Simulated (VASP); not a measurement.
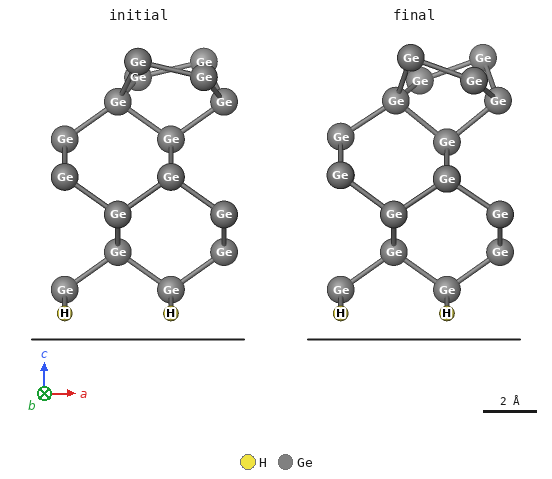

The structure of a slab of composition Ge₇H₂ before (left) and after (right) a relaxation, at one scale.

The picture is a ball-and-stick view of the cell of the calculation, outlined in the plane, without the vacuum (origin shifted), seen along the b axis.

The run lets the atoms move in a fixed cell. 20 atoms are held fixed.

Computed with VASP 6.6.1, Kohn-Sham DFT of a periodic cell, PBE, VASP PAW PBE potentials, recommended.

Input file:
```
SYSTEM = Ge7H2
ALGO     = Normal         ! electronic algorithm
DIPOL    = 0.5 0.5 0.471
EDIFF    = 1E-6           ! SCF threshold, eV
EDIFFG   = -0.03          ! ionic threshold
ENCUT    = 450            ! plane-wave cutoff, eV
GGA      = PE             ! functional
IBRION   = 2              ! ionic algorithm
IDIPOL   = 3            
ISIF     = 2              ! what is computed and relaxed
ISMEAR   = 0              ! smearing method
LASPH    = .TRUE.         ! aspherical terms in the spheres
LCHARG   = .FALSE.        ! write CHGCAR
LDIPOL   = .TRUE.       
LREAL    = Auto         
LUSENCCL = .FALSE.      
LWAVE    = .FALSE.        ! write WAVECAR
NELM     = 80             ! most SCF steps
NSW      = 90             ! ionic steps
PREC     = Normal         ! precision mode
SIGMA    = 0.05           ! smearing width, eV
```

Command:
```bash
cat potpaw_PBE.64/H/POTCAR potpaw_PBE.64/Ge_d/POTCAR > POTCAR
mpirun -np 1 vasp_std > vasp.out
```

Describe what moved and what it gained.

After 14 geometry steps the energy has fallen by 0.674 eV per cell of the calculation. Largest force component: 1.1 eV/Å at the start, 0.53 eV/Å at the end. The largest moves, 0.26 Å, are those of Ge atoms. H stays in place. The lattice vectors keep their values. Some distances before and after: Ge–Ge 2.373 → 2.485 Å, Ge–Ge 2.668 → 2.573 Å, Ge–Ge 2.495 → 2.444 Å, Ge–Ge 2.495 → 2.538 Å. Among the angles between lasting bonds that change: Ge–Ge–Ge 95.5° → 105.6°, Ge–Ge–Ge 98.6° → 89.6°, Ge–Ge–Ge 109.5° → 101.9°. It ran on 1 × NVIDIA H100 80GB with 1 thread of AMD EPYC 7R13 Processor (Zen 3), on a shared host.
